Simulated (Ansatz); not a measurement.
System BeAgF₄ (space group P4/mmm, No. 123); source of the atomic positions: the end point of a relaxation with DFT PBE, scalar-relativistic, plane waves, PAW (Ansatz 0.2.0); the starting structure was generated, so it need not be a known form of this composition.

```xyz
6
Lattice="3.2284 0.0000 0.0000 0.0000 3.2284 0.0000 0.0000 0.0000 6.5531" Properties=species:S:1:pos:R:3 pbc="T T T"
Be    0.0000    0.0000    0.0000
Ag    1.6142    1.6142    3.2765
F     0.0000    0.0000    4.4918
F     1.6142    0.0000    0.0000
F     0.0000    1.6142    0.0000
F     0.0000    0.0000    2.0612
```

Describe how the polyhedra about Be are linked (bonds: Be–F below 1.8 Å).

Be: BeF4 square, sharing corners with four neighbours.

They form layers of corner-sharing squares parallel to (001).

Centre to centre across a shared corner: 3.23 Å.

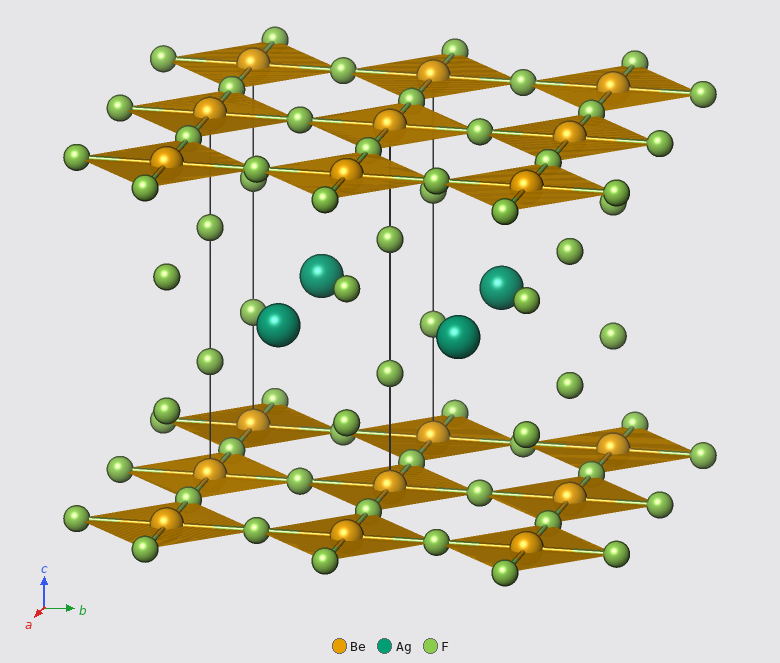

Polyhedra are drawn about Be (bonds: Be–F below 1.8 Å); other atoms are plain spheres.
